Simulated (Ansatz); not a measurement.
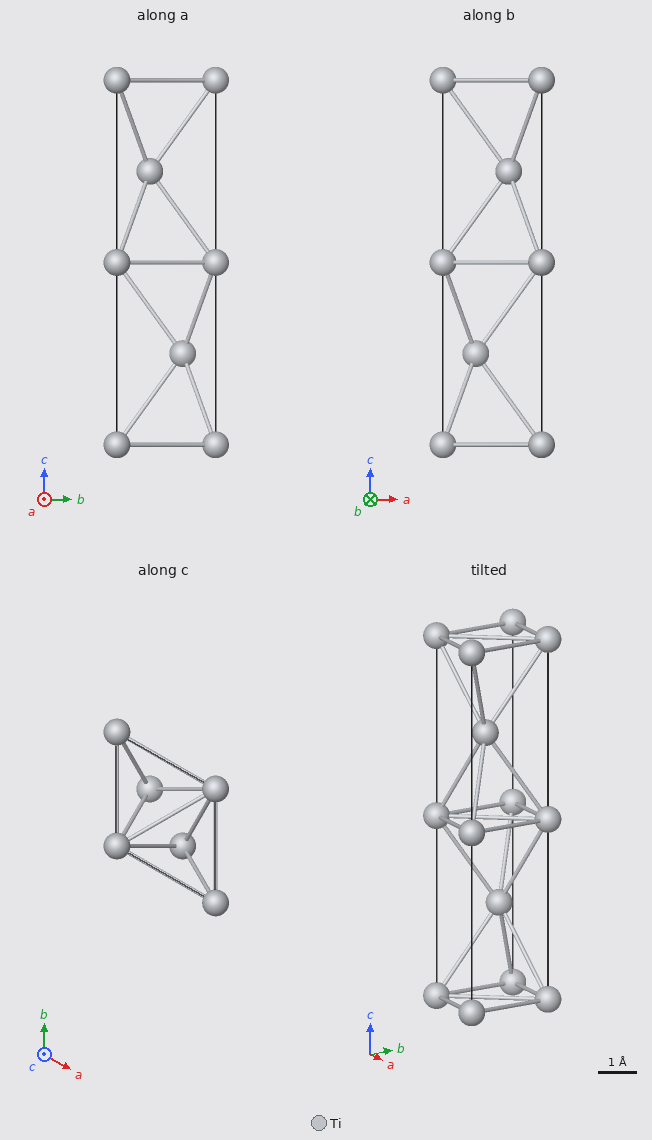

The crystal in a ball-and-stick representation, seen along the a axis, along the b axis, along the c axis and slightly off an axis. Lines trace the edges of the conventional unit cell.

Lattice parameters: a = 3.006 Å, b = 3.006 Å, c = 9.622 Å, α = 90.00°, β = 90.00°, γ = 120.00°. Put a along x and b in the xy plane.

> Convert the drawing into a POSCAR file.

```
Ti
1.0
     3.006    0.000    0.000
    -1.503    2.603    0.000
     0.000    0.000    9.622
Ti
4
Direct
  0.0000 0.0000 0.0000
  0.0000 0.0000 0.5000
  0.3333 0.6667 0.2500
  0.6667 0.3333 0.7500
```

Its origin is a structure type filled with this element by a generator (whether the element takes this form wasn't checked). Earlier steps of the study may have refined or changed the cell and positions. It went into a calculation with Ansatz.

At this level of theory the cell isn't at rest (stretched, at -7 GPa), so its distances can differ from those at equilibrium, the more so the softer the solid.
